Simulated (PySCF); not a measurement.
# Cobalt: the same states on changed settings

These states were run before on sound settings. What differs here: radial step 0.8 in ln r (0.13 in the sound run), unsound on purpose. What does it move?

The numbers are computed with PySCF 2.14.0 (unrestricted determinants in a Gaussian basis, no spin-orbit coupling in the energies), except any that are marked as measured or tabulated.

### 1 Starting point

* Element: cobalt (Z = 27)
* Basis: cc-pVTZ (7s6p4d2f1g, 68 functions)
* Hamiltonian: the non-relativistic Hamiltonian (point nucleus)
* State 1: Co⁺: [Ar] 3d8, high-spin 3F determinant
* State 2: Co²⁺: [Ar] 3d7, high-spin 4F determinant
* Methods: PBE0, PBE

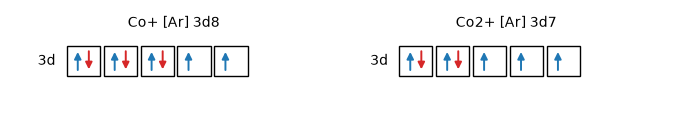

Occupation of the outer shells (arrows by Hund's rule).

The sound run (cc-pVTZ, the non-relativistic Hamiltonian (point nucleus), symmetry-adapted start, fine grid, valence correlation) gave:

```
species         method  energy (hartree)
    Co⁺            UHF       -1381.13666
    Co⁺           PBE0       -1382.24554
    Co⁺            PBE       -1382.22583
    Co⁺  MP2 (valence)       -1381.41792
   Co²⁺            UHF       -1380.60982
   Co²⁺           PBE0       -1381.60822
   Co²⁺            PBE       -1381.56371
   Co²⁺  MP2 (valence)       -1380.79345
```

One driver process ran all states and methods and kept the integrals in memory. Each run is shown as a PySCF script that sums up its settings (the driver passes frozen orbitals as a list and adds second-order terms of double hybrids); the logs are those of the runs themselves. The driver starts from symmetry-adapted Hartree-Fock orbitals, holds the occupation by maximum overlap and uses a logarithmic radial grid for functionals, so a plain start would take other cycles.

It was started by

```
OMP_NUM_THREADS=1 python atomrun2.py TASK.json OUT
```

The integrals over 68 functions and the set-up took 1.5 s of CPU time.

The grid is set inside the driver, so the scripts do not show it: radial step 0.8 in ln r (0.13 in the sound run).

### 2 Changed run, Co⁺: the ladder of methods

#### PBE0

Input file input.py:

```python
from pyscf import gto, scf, dft, mp, cc
import basis_set_exchange as bse
mol = gto.M(atom="Co 0 0 0", charge=1, spin=2, symmetry="D2h",
            basis=gto.basis.parse(bse.get_basis("cc-pVTZ", elements=["Co"], fmt="nwchem", header=False)))
mf = dft.UKS(mol, xc="PBE0")
mf.irrep_nelec = {'Ag': (5, 3), 'B1g': (1, 1), 'B2g': (1, 1), 'B3g': (1, 1), 'B1u': (2, 2), 'B2u': (2, 2), 'B3u': (2, 2)}
mf.kernel()
```

What it wrote:

```text
damping factor = 0
level_shift factor = 0
DIIS = <class 'pyscf.scf.diis.CDIIS'>
diis_start_cycle = 1
diis_space = 10
diis_damp = 0
SCF conv_tol = 1e-09
SCF conv_tol_grad = None
number electrons alpha = 14  beta = 12
XC functionals = PBE0
    C. Adamo and V. Barone.,  J. Chem. Phys. 110, 6158 (1999)
    M. Ernzerhof and G. E. Scuseria.,  J. Chem. Phys. 110, 5029 (1999)
cycle= 1 E= -1382.43692554622  delta_E= -0.0355  |g|= 0.161  |ddm|= 4.21
cycle= 2 E= -1382.42950526815  delta_E= 0.00742  |g|= 0.254  |ddm|= 0.882
cycle= 3 E= -1382.43950507694  delta_E= -0.01  |g|= 0.0467  |ddm|= 0.343
cycle= 4 E= -1382.43993021281  delta_E= -0.000425  |g|= 0.00156  |ddm|= 0.0188
cycle= 5 E= -1382.43993116423  delta_E= -9.51e-07  |g|= 0.000198  |ddm|= 0.00322
cycle= 6 E= -1382.4399311948  delta_E= -3.06e-08  |g|= 4.27e-05  |ddm|= 0.000627
cycle= 7 E= -1382.43993119518  delta_E= -3.79e-10  |g|= 5.18e-07  |ddm|= 2.49e-05
converged SCF energy = -1382.43993119518  <S^2> = 2.002285  2S+1 = 3.001523
```

It took 0.61 s on 1 thread of Neoverse-N1, shared host, the integrals not counted.

The occupied shells:

```
shell  electrons  mean orbital energy (eV)  spread (eV)  rms radius (bohr)
 1s α          1                   -7561.5            0             0.0659
 1s β          1                   -7561.5            0             0.0659
 2s α          1                   -898.04            0              0.281
 2s β          1                   -896.77            0              0.281
 2p α          3                   -778.81            0              0.250
 2p β          3                   -777.76            0              0.250
 3s α          1                   -111.15            0              0.836
 3s β          1                   -108.24            0              0.836
 3p α          3                   -74.369            0              0.892
 3p β          3                   -71.305            0              0.892
 3d α          5                   -14.896        1.144               1.32
 3d β          3                   -13.299            0               1.32
```

⟨S²⟩ = 2.002, ⟨L²⟩ = 12.02.

#### PBE

input.py differs from the last one in:

```diff
@@ -4,3 +4,3 @@
             basis=gto.basis.parse(bse.get_basis("cc-pVTZ", elements=["Co"], fmt="nwchem", header=False)))
-mf = dft.UKS(mol, xc="PBE0")
+mf = dft.UKS(mol, xc="PBE")
 mf.irrep_nelec = {'Ag': (5, 3), 'B1g': (1, 1), 'B2g': (1, 1), 'B3g': (1, 1), 'B1u': (2, 2), 'B2u': (2, 2), 'B3u': (2, 2)}
```

What it wrote:

```text
damping factor = 0
level_shift factor = 0
DIIS = <class 'pyscf.scf.diis.CDIIS'>
diis_start_cycle = 1
diis_space = 10
diis_damp = 0
SCF conv_tol = 1e-09
SCF conv_tol_grad = None
number electrons alpha = 14  beta = 12
XC functionals = PBE
    J. P. Perdew, K. Burke, and M. Ernzerhof.,  Phys. Rev. Lett. 77, 3865 (1996)
    J. P. Perdew, K. Burke, and M. Ernzerhof.,  Phys. Rev. Lett. 78, 1396 (1997)
    J. P. Perdew, K. Burke, and M. Ernzerhof.,  Phys. Rev. Lett. 77, 3865 (1996)
    J. P. Perdew, K. Burke, and M. Ernzerhof.,  Phys. Rev. Lett. 78, 1396 (1997)
cycle= 1 E= -1382.4837221989  delta_E= -0.0639  |g|= 0.182  |ddm|= 6.55
cycle= 2 E= -1382.48298346729  delta_E= 0.000739  |g|= 0.185  |ddm|= 1.76
cycle= 3 E= -1382.48450902874  delta_E= -0.00153  |g|= 0.127  |ddm|= 0.493
cycle= 4 E= -1382.48780334067  delta_E= -0.00329  |g|= 0.000843  |ddm|= 0.0485
cycle= 5 E= -1382.48780355896  delta_E= -2.18e-07  |g|= 0.000113  |ddm|= 0.00322
cycle= 6 E= -1382.48780356513  delta_E= -6.17e-09  |g|= 2.76e-05  |ddm|= 0.000477
cycle= 7 E= -1382.48780356528  delta_E= -1.57e-10  |g|= 4.32e-07  |ddm|= 1.12e-05
converged SCF energy = -1382.48780356528  <S^2> = 2.0017469  2S+1 = 3.0011644
```

Time after the integrals: 0.41 s (1 thread of Neoverse-N1, shared host).

### 3 Changed run, Co²⁺, method by method

#### PBE0

Input file input.py:

```python
from pyscf import gto, scf, dft, mp, cc
import basis_set_exchange as bse
mol = gto.M(atom="Co 0 0 0", charge=2, spin=3, symmetry="D2h",
            basis=gto.basis.parse(bse.get_basis("cc-pVTZ", elements=["Co"], fmt="nwchem", header=False)))
mf = dft.UKS(mol, xc="PBE0")
mf.irrep_nelec = {'Ag': (5, 4), 'B1g': (1, 1), 'B2g': (1, 0), 'B3g': (1, 0), 'B1u': (2, 2), 'B2u': (2, 2), 'B3u': (2, 2)}
mf.kernel()
```

What it wrote:

```text
damping factor = 0
level_shift factor = 0
DIIS = <class 'pyscf.scf.diis.CDIIS'>
diis_start_cycle = 1
diis_space = 10
diis_damp = 0
SCF conv_tol = 1e-09
SCF conv_tol_grad = None
number electrons alpha = 14  beta = 11
XC functionals = PBE0
    C. Adamo and V. Barone.,  J. Chem. Phys. 110, 6158 (1999)
    M. Ernzerhof and G. E. Scuseria.,  J. Chem. Phys. 110, 5029 (1999)
cycle= 1 E= -1381.80866945381  delta_E= -0.0297  |g|= 0.202  |ddm|= 4.03
cycle= 2 E= -1381.80437057154  delta_E= 0.0043  |g|= 0.254  |ddm|= 0.938
cycle= 3 E= -1381.81410944079  delta_E= -0.00974  |g|= 0.0112  |ddm|= 0.445
cycle= 4 E= -1381.81413283889  delta_E= -2.34e-05  |g|= 0.000892  |ddm|= 0.0103
cycle= 5 E= -1381.81413303217  delta_E= -1.93e-07  |g|= 7.64e-05  |ddm|= 0.00216
cycle= 6 E= -1381.81413303393  delta_E= -1.76e-09  |g|= 6.62e-06  |ddm|= 0.000203
cycle= 7 E= -1381.81413303393  delta_E= -8.19e-12  |g|= 4.64e-08  |ddm|= 4.62e-06
converged SCF energy = -1381.81413303393  <S^2> = 3.7517608  2S+1 = 4.0008803
```

It took 0.61 s on 1 thread of Neoverse-N1, shared host, the integrals not counted.

Orbital energies by shell (radii are means over both spins):

```
shell  electrons  mean orbital energy (eV)  spread (eV)  rms radius (bohr)
 1s α          1                   -7577.2            0             0.0659
 1s β          1                   -7577.1            0             0.0659
 2s α          1                   -914.50            0              0.281
 2s β          1                   -912.43            0              0.281
 2p α          3                   -795.15            0              0.250
 2p β          3                   -793.44            0              0.250
 3s α          1                   -127.80            0              0.831
 3s β          1                   -123.18            0              0.831
 3p α          3                   -90.891            0              0.882
 3p β          3                   -86.031            0              0.882
 3d α          5                   -30.560        1.263               1.15
 3d β          2                   -27.965            0               1.15
```

⟨S²⟩ = 3.752, ⟨L²⟩ = 12.01.

#### PBE

input.py differs from the last one in:

```diff
@@ -4,3 +4,3 @@
             basis=gto.basis.parse(bse.get_basis("cc-pVTZ", elements=["Co"], fmt="nwchem", header=False)))
-mf = dft.UKS(mol, xc="PBE0")
+mf = dft.UKS(mol, xc="PBE")
 mf.irrep_nelec = {'Ag': (5, 4), 'B1g': (1, 1), 'B2g': (1, 0), 'B3g': (1, 0), 'B1u': (2, 2), 'B2u': (2, 2), 'B3u': (2, 2)}
```

What it wrote:

```text
damping factor = 0
level_shift factor = 0
DIIS = <class 'pyscf.scf.diis.CDIIS'>
diis_start_cycle = 1
diis_space = 10
diis_damp = 0
SCF conv_tol = 1e-09
SCF conv_tol_grad = None
number electrons alpha = 14  beta = 11
XC functionals = PBE
    J. P. Perdew, K. Burke, and M. Ernzerhof.,  Phys. Rev. Lett. 77, 3865 (1996)
    J. P. Perdew, K. Burke, and M. Ernzerhof.,  Phys. Rev. Lett. 78, 1396 (1997)
    J. P. Perdew, K. Burke, and M. Ernzerhof.,  Phys. Rev. Lett. 77, 3865 (1996)
    J. P. Perdew, K. Burke, and M. Ernzerhof.,  Phys. Rev. Lett. 78, 1396 (1997)
cycle= 1 E= -1381.82991476318  delta_E= -0.0501  |g|= 0.285  |ddm|= 6.25
cycle= 2 E= -1381.81319855749  delta_E= 0.0167  |g|= 0.414  |ddm|= 1.95
cycle= 3 E= -1381.8395357228  delta_E= -0.0263  |g|= 0.0402  |ddm|= 0.803
cycle= 4 E= -1381.83984690562  delta_E= -0.000311  |g|= 0.0009  |ddm|= 0.023
cycle= 5 E= -1381.8398470444  delta_E= -1.39e-07  |g|= 4.83e-05  |ddm|= 0.00229
cycle= 6 E= -1381.83984704514  delta_E= -7.4e-10  |g|= 7.06e-06  |ddm|= 0.000219
converged SCF energy = -1381.83984704514  <S^2> = 3.7513166  2S+1 = 4.0006582
```

Time after the integrals: 0.36 s (1 thread of Neoverse-N1, shared host).

### 4 Against the sound run

```
species  method  converged  energy less sound run (eV)
    Co⁺    PBE0        yes                     -5.2895
    Co⁺     PBE        yes                     -7.1286
   Co²⁺    PBE0        yes                     -5.6032
   Co²⁺     PBE        yes                     -7.5141
```

Ionisation energy of Co⁺:

```
method  sound run (eV)  changed run (eV)  shift (eV)
   UHF          14.336            14.336      +0.000
  PBE0          17.342            17.029      -0.314
   PBE          18.017            17.632      -0.385
```

### 5 Outcome

| quantity | value |
| --- | --- |
| change | radial step 0.8 in ln r (0.13 in the sound run) |
| runs converged | 4 of 4 |
| largest shift of a converged total energy | 7.51 eV |
| largest shift of the ionisation energy | -0.385 eV (PBE) |

**Reading.** The ionisation energy moves by up to 0.39 eV, at PBE. A coarse radial grid mis-integrates the density and the exchange-correlation energy, with errors of either sign; Hartree-Fock needs no grid. The setting is unsound on purpose, so these numbers are no properties of the atom.
